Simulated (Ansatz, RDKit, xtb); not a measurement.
# Isomers of GeSiH5SBr, a sample narrowed down, part 2 of 2

Which of a sample of isomers of GeSiH5SBr is the most stable in the gas at 298.15 K, and what are its properties? The sample is small against all isomers, and the most stable one of this formula need not be in it.

xtb, Ansatz and PySCF; isolated molecules. The steps go on from the part before.

### 6 Ranking at B3LYP/def2-SVP

| label | spin | r2SCAN-D4/def2-SVP (kcal/mol) | B3LYP/def2-SVP, relaxed (kcal/mol) | time |
| --- | --- | --- | --- | --- |
| c133a | singlet | 0.0 | 0.0 | 39 s |
| c652a | singlet | 2.0 | 0.1 | 23 s |
| c597b | singlet | 2.0 | 0.3 | 20 s |
| c174a | singlet | 2.1 | 1.1 | 23 s |

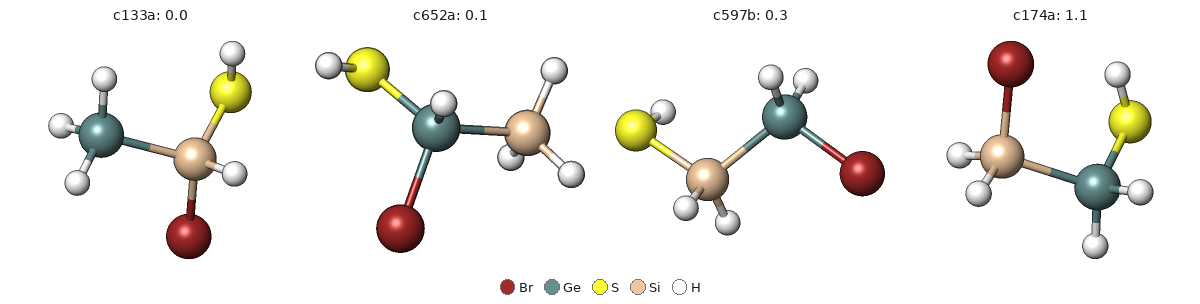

The relaxed structures, with energies at B3LYP/def2-SVP in kcal/mol.

### 7 Harmonic analysis of the finalists

The lowest few in one piece go on as finalists. In this search the thermal terms come from GFN2-xTB at its own nearest minimum. The first, c133a:

Input file start.xyz:

```xyz
9
c133a
Br     1.020577     1.931656    -1.316151
Ge    -2.370563     0.246327    -1.324870
S     -0.333515     0.965739     1.784186
Si    -0.208070     0.351519    -0.290005
H     -1.027380    -0.137502     2.159628
H      0.533990    -0.935143    -0.419094
H     -3.029647     1.637602    -1.275399
H     -3.260793    -0.756346    -0.556209
H     -2.255996    -0.216814    -2.792366
```

On the command line:

```bash
$ xtb start.xyz --gfn 2 --ohess tight
```

Output (excerpt; [...] marks lines left out):

```text
* xtb version 6.7.1
[...]
          :  # basis functions                  45          :
[...]
          :  # electrons                        26          :
[...]
          :  Hamiltonian                  GFN2-xTB          :
[...]
          :  net charge                          0          :
          :  unpaired electrons                  0          :
[...]
   *** convergence criteria satisfied after 16 iterations ***
[...]
   *** GEOMETRY OPTIMIZATION CONVERGED AFTER 24 ITERATIONS ***
[...]
   *** convergence criteria satisfied after 3 iterations ***
[...]
         ::                     SUMMARY                     ::
         :::::::::::::::::::::::::::::::::::::::::::::::::::::
         :: total energy             -13.599596451271 Eh    ::
         :: gradient norm              0.000225538310 Eh/a0 ::
         :: HOMO-LUMO gap              4.433609048219 eV    ::
         ::.................................................::
         :: SCC energy               -13.659931462846 Eh    ::
         :: -> isotropic ES            0.024647977364 Eh    ::
         :: -> anisotropic ES          0.000373231732 Eh    ::
         :: -> anisotropic XC         -0.009715305092 Eh    ::
         :: -> dispersion             -0.007640805920 Eh    ::
         :: repulsion energy           0.060335011575 Eh    ::
         :: add. restraining           0.000000000000 Eh    ::
         :: total charge              -0.000000000000 e     ::
         :::::::::::::::::::::::::::::::::::::::::::::::::::::
[...]
        13        2.0000           -0.4043729             -11.0035 (HOMO)
        14                         -0.2414410              -6.5699 (LUMO)
[...]
molecular dipole:
                 x           y           z       tot (Debye)
 q only:       -0.602      -0.712      -0.441
   full:       -1.143      -1.657       0.172       5.134
molecular quadrupole (traceless):
[...]
          | TOTAL ENERGY              -13.599596451273 Eh   |
          | TOTAL ENTHALPY            -13.549124897829 Eh   |
          | TOTAL FREE ENERGY         -13.595223738555 Eh   |
          | GRADIENT NORM               0.000225463335 Eh/α |
[...]
```

It took 0.28 s on 2 threads of Intel Xeon 6975P-C (Granite Rapids), shared host.

### 8 Zero-point energy and free-energy terms

As xtb prints them, at 298.15 K, with its own treatment of low modes:

| label | SMILES | spin | lowest mode (cm⁻¹) | zero-point (kcal/mol) | G − E (kcal/mol) |
| --- | --- | --- | --- | --- | --- |
| c133a | S[Si@@H]([GeH3])Br | singlet | 35 | 25.5 | 2.7 |
| c652a | [SiH3][Ge@@H]([SH])[Br] | singlet | 15 | 24.8 | 1.9 |
| c597b | S[SiH2][GeH2][Br] | singlet | 20 | 25.2 | 2.9 |
| c174a | [SH][GeH2][SiH2]Br | singlet | 16 | 25.5 | 3.3 |

### 9 Last filter: a higher level

Single points at CCSD(T)/def2-SVP + MP2/def2-TZVPP - MP2/def2-SVP on the refined geometries decide the order.

c133a, CCSD(T)/def2-SVP:

Input file input.yaml:

```yaml
crystal:
  periodic: [false, false, false]
  atoms:
    - symbol: Br
      position_ang: [1.020577, 1.931656, -1.316151]
    - symbol: Ge
      position_ang: [-2.370563, 0.246327, -1.324870]
    - symbol: S
      position_ang: [-0.333515, 0.965739, 1.784186]
    - symbol: Si
      position_ang: [-0.208070, 0.351519, -0.290005]
    - symbol: H
      position_ang: [-1.027380, -0.137502, 2.159628]
    - symbol: H
      position_ang: [0.533990, -0.935143, -0.419094]
    - symbol: H
      position_ang: [-3.029647, 1.637602, -1.275399]
    - symbol: H
      position_ang: [-3.260793, -0.756346, -0.556209]
    - symbol: H
      position_ang: [-2.255996, -0.216814, -2.792366]
basis:
  gaussian:
    orbitals: def2-SVP
correlation:
  method: ccsd_t
  frozen_orbitals: {Ge: 9, H: 0, S: 5, Br: 9, Si: 5}
```

On the command line:

```bash
$ ansatz run input.yaml --threads 2 --pin off --max-ram 5220MiB --events-out events.jsonl --progress --plain --runs-dir runs
```

Output (excerpt; [...] marks lines left out):

```text
Warning: RAYON_NUM_THREADS=2 ignored (pool sized by the plan → 2); use --threads N
Functional definition: HF
  name "HF"
[...]
1204 factors; integrals over basis functions are off by at most 1.3e-3 eV
[...]
mean field -145211.80127473 eV, -5336.4352687522 hartree, gradient 1.3e-6 eV, S^2 0.000000; 0 other end points of the search recorded, 0 dependent functions left out
28 core orbitals not correlated: weight in the atoms' cores, before any rotation towards them, 1.000 or more for the frozen orbitals, at most 0.000 for the correlated occupied ones
reference -145211.80127473 eV, -5336.4352687522 hartree; 23, 23 occupied and 74, 74 virtual orbitals, 1204 factors
second order -18.85390640 eV of doubles, -0.00000000 eV of singles
cycle   1  -19.30979751 eV  change   -4.6e-1 eV  update   1.0e-1
[...]
cycle   8  -19.95170278 eV  change   -3.6e-5 eV  update   2.8e-5
perturbative correction -0.54145208 eV, -0.0198979970 hartree
Total energy: -145232.29442959 eV, -5337.1883783027 hartree
```

Wall time 11 s (2 threads of Intel Xeon 6975P-C (Granite Rapids), shared host); peak memory 0.63 GiB.

### 10 c133a at MP2/def2-TZVPP

Input file input.yaml:

```yaml
crystal:
  periodic: [false, false, false]
  atoms:
    - {symbol: Br, position_ang: [1.020577, 1.931656, -1.316151]}
    - {symbol: Ge, position_ang: [-2.370563, 0.246327, -1.324870]}
    - {symbol: S, position_ang: [-0.333515, 0.965739, 1.784186]}
    - {symbol: Si, position_ang: [-0.208070, 0.351519, -0.290005]}
    - {symbol: H, position_ang: [-1.027380, -0.137502, 2.159628]}
    - {symbol: H, position_ang: [0.533990, -0.935143, -0.419094]}
    - {symbol: H, position_ang: [-3.029647, 1.637602, -1.275399]}
    - {symbol: H, position_ang: [-3.260793, -0.756346, -0.556209]}
    - {symbol: H, position_ang: [-2.255996, -0.216814, -2.792366]}
basis:
  gaussian:
    orbitals: def2-TZVPP
magnetization:
  spin_polarized: false
  initial_magnetization: 0
correlation:
  method: mp2
  frozen_orbitals: {Ge: 9, H: 0, S: 5, Br: 9, Si: 5}
```

On the command line:

```bash
$ ansatz run input.yaml --threads 2 --pin off --max-ram 5220MiB --events-out events.jsonl --progress --plain --runs-dir runs
```

Output:

```text
Warning: RAYON_NUM_THREADS=2 ignored (pool sized by the plan → 2); use --threads N
[... 2 set-up lines as earlier in the session ...]
  exchange = exact_x
  correlation = 0
1509 factors; integrals over basis functions are off by at most 9.0e-4 eV
mean field evaluation 1: about -145232.2335 eV, gradient 1.9e1 eV
mean field evaluation 2: about -145232.4738 eV, gradient 2.0e1 eV
mean field evaluation 4: about -145234.2112 eV, gradient 3.2e0 eV
mean field evaluation 8: about -145234.2627 eV, gradient 2.5e-1 eV
mean field -145234.26296644 eV, -5337.2607206976 hartree, gradient 3.3e-6 eV, S^2 0.000000; 0 other end points of the search recorded, 0 dependent functions left out
28 core orbitals not correlated: weight in the atoms' cores, before any rotation towards them, 1.000 or more for the frozen orbitals, at most 0.000 for the correlated occupied ones
reference -145234.26296644 eV, -5337.2607206976 hartree; 23, 23 occupied and 199, 199 virtual orbitals, 1509 factors
second order -22.76807684 eV of doubles, -0.00000000 eV of singles
Total energy: -145257.03104329 eV, -5338.0974320888 hartree
```

Wall time 6 s (2 threads of Intel Xeon 6975P-C (Granite Rapids), shared host); peak memory 0.71 GiB.

### 11 c652a at CCSD(T)/def2-SVP

Input file input.yaml:

```yaml
crystal:
  periodic: [false, false, false]
  atoms:
    - {symbol: Br, position_ang: [-1.370854, 1.987191, -2.664396]}
    - {symbol: Ge, position_ang: [-0.810571, 0.266326, -1.150514]}
    - {symbol: S, position_ang: [-1.899088, -1.635171, -1.649153]}
    - {symbol: Si, position_ang: [-1.501914, 1.000108, 1.029649]}
    - {symbol: H, position_ang: [-0.837872, 2.301568, 1.317288]}
    - {symbol: H, position_ang: [-1.102108, -0.013673, 2.047174]}
    - {symbol: H, position_ang: [-2.981416, 1.163137, 1.021626]}
    - {symbol: H, position_ang: [0.704072, 0.044240, -1.353169]}
    - {symbol: H, position_ang: [-1.144396, -1.917297, -2.737068]}
basis:
  gaussian:
    orbitals: def2-SVP
correlation:
  method: ccsd_t
  frozen_orbitals: {Ge: 9, H: 0, S: 5, Br: 9, Si: 5}
```

On the command line:

```bash
$ ansatz run input.yaml --threads 2 --pin off --max-ram 5220MiB --events-out events.jsonl --progress --plain --runs-dir runs
```

Output (excerpt; [...] marks lines left out):

```text
Warning: RAYON_NUM_THREADS=2 ignored (pool sized by the plan → 2); use --threads N
[... 2 set-up lines as earlier in the session ...]
[...]
1200 factors; integrals over basis functions are off by at most 1.4e-3 eV
[...]
mean field -145211.80515303 eV, -5336.4354112773 hartree, gradient 1.2e-6 eV, S^2 0.000000; 0 other end points of the search recorded, 0 dependent functions left out
28 core orbitals not correlated: weight in the atoms' cores, before any rotation towards them, 1.000 or more for the frozen orbitals, at most 0.000 for the correlated occupied ones
reference -145211.80515303 eV, -5336.4354112773 hartree; 23, 23 occupied and 74, 74 virtual orbitals, 1200 factors
second order -18.78252364 eV of doubles, -0.00000000 eV of singles
cycle   1  -19.25741424 eV  change   -4.7e-1 eV  update   1.0e-1
[...]
cycle   8  -19.90031006 eV  change   -4.5e-5 eV  update   3.8e-5
perturbative correction -0.54193991 eV, -0.0199159244 hartree
Total energy: -145232.24740301 eV, -5337.1866501075 hartree
```

It took 11 s on 2 threads of Intel Xeon 6975P-C (Granite Rapids), shared host; peak memory 0.64 GiB.

### 12 Free energies and the winner

Energies in kcal/mol from c133a; G adds the thermal terms to the CCSD(T)/def2-SVP + MP2/def2-TZVPP - MP2/def2-SVP energy. The columns left of the relaxed level are at the tight-binding geometries.

| label | SMILES | spin | GFN2-xTB | HF/STO-3G | r2SCAN-D4/def2-SVP | B3LYP/def2-SVP | HF/def2-SVP | MP2/def2-SVP | CCSD(T)/def2-SVP + MP2/def2-TZVPP - MP2/def2-SVP | G | share at equilibrium | T1 |
| --- | --- | --- | --- | --- | --- | --- | --- | --- | --- | --- | --- | --- |
| c133a | S[Si@@H]([GeH3])Br | singlet | 0.0 | 0.0 | 0.0 | 0.0 | 0.0 | 0.0 | 0.0 | 0.0 | 92.6 % | 0.009 |
| c652a | [SiH3][Ge@@H]([SH])[Br] | singlet | -16.9 | 2.9 | 2.0 | 0.1 | -0.1 | 1.6 | 2.6 | 1.7 | 4.8 % | 0.009 |
| c597b | S[SiH2][GeH2][Br] | singlet | -11.0 | 2.9 | 2.0 | 0.3 | -0.6 | 1.9 | 2.3 | 2.4 | 1.6 % | 0.009 |
| c174a | [SH][GeH2][SiH2]Br | singlet | -9.6 | 0.9 | 2.1 | 1.1 | 0.4 | 1.7 | 2.1 | 2.7 | 1.0 % | 0.009 |

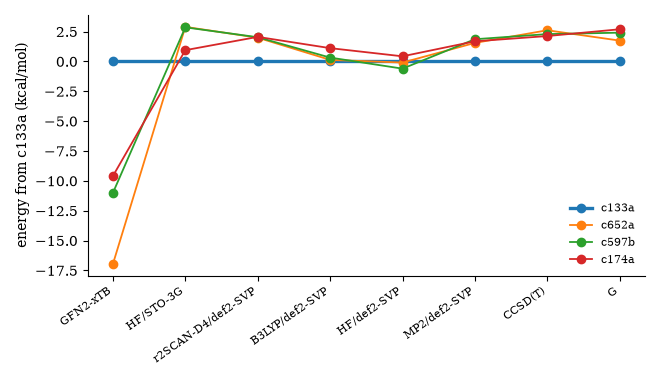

The finalists at each level, measured from c133a.

Lowest found: c133a, `S[Si@@H]([GeH3])Br`, a singlet. Bond lengths: Br1–Si4 2.249 Å, Ge2–Si4 2.400 Å, S3–Si4 2.167 Å, S3–H5 1.356 Å, Si4–H6 1.491 Å, Ge2–H7 1.540 Å, Ge2–H8 1.546 Å, Ge2–H9 1.543 Å. Some angles: Br1–Si4–Ge2 109.0°, Br1–Si4–S3 105.6°, Ge2–Si4–S3 111.9°, Br1–Si4–H6 107.2°, Ge2–Si4–H6 111.9°, S3–Si4–H6 110.9°, Si4–Ge2–H7 109.4°, Si4–Ge2–H8 109.5°, Si4–Ge2–H9 110.9°, Si4–S3–H5 93.7°.

```xyz
9

Br    1.0206    1.9317   -1.3162
Ge   -2.3706    0.2463   -1.3249
S    -0.3335    0.9657    1.7842
Si   -0.2081    0.3515   -0.2900
H    -1.0274   -0.1375    2.1596
H     0.5340   -0.9351   -0.4191
H    -3.0296    1.6376   -1.2754
H    -3.2608   -0.7563   -0.5562
H    -2.2560   -0.2168   -2.7924
```

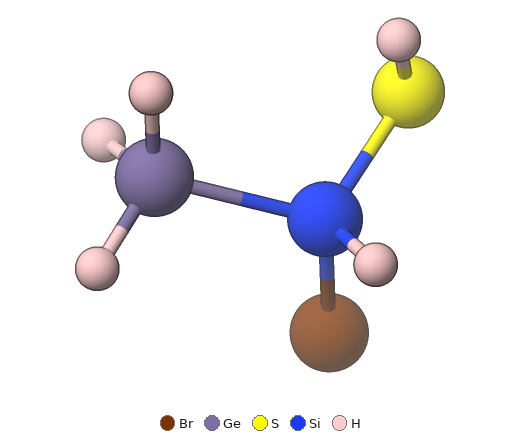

The lowest structure found, seen from a chosen angle (bromine brown, germanium purple, sulfur yellow, silicon blue, hydrogen pink).

### 13 Results

What follows sums up all 2 parts.

| quantity | value |
| --- | --- |
| lowest structure found | S[Si@@H]([GeH3])Br, singlet |
| next finalist | [SiH3][Ge@@H]([SH])[Br], singlet, 1.7 kcal/mol higher in G |
| share at equilibrium, among the finalists | 92.6 % |
| funnel | 7 starts, 6 minima at GFN2-xTB, 9 screening runs, 4 relaxed, 4 ranked |
| CPU time of all runs | 6.2 min |

The search ends on `S[Si@@H]([GeH3])Br`. The margin, 1.7 kcal/mol, is modest. HF/STO-3G, r2SCAN-D4/def2-SVP, B3LYP/def2-SVP and MP2/def2-SVP already put its bonding pattern lowest among the structures in one piece; GFN2-xTB favours the singlet [SiH3][Ge@@H]([SH])[Br]; HF/def2-SVP favours the singlet S[SiH2][GeH2][Br]. The largest share of the time went into the relaxations (53 %). Lowest found is not proven lowest: the search is finite, and each finalist counts with one conformer. Only 4 drawn patterns were tried, so whole families of isomers are missing, and the result ranks this sample alone. The lowest isomer need not be the one that is made and kept in a bottle, which depends on barriers.
